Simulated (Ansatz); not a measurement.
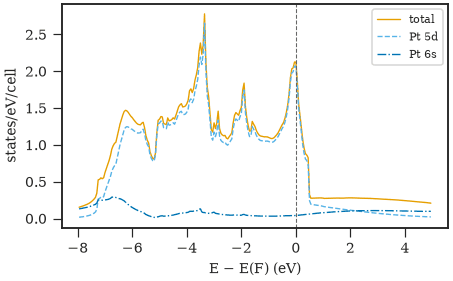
Fig. 1. Total and projected density of states of Pt (fcc (Cu type), space group No. 225), plane-wave PAW PBE+D3(BJ) (Ansatz code)

Problem. Which orbitals carry the states next to the Fermi level?

Solution. Within 0.5 eV of the Fermi level: Pt 5d 96 %. Projections are on Löwdin-orthogonalised atomic valence shells; empty p or d shells of many metals are not among them.

Problem. Where is the tallest occupied peak in this window, and what makes it?

Solution. Near -3.3 eV, about 2.8 states/eV per cell; the largest projected share is Pt 5d.

Space group Fm-3m (fcc (Cu type)). The cell was relaxed with PBE+D3(BJ) under the symmetry of its start. No spin polarisation was allowed. The pairwise dispersion correction was not fitted to metals. Scalar-relativistic: spin–orbit coupling is off unless named, which matters more the heavier the elements.

Potentials: the later of the program's two PAW sets.
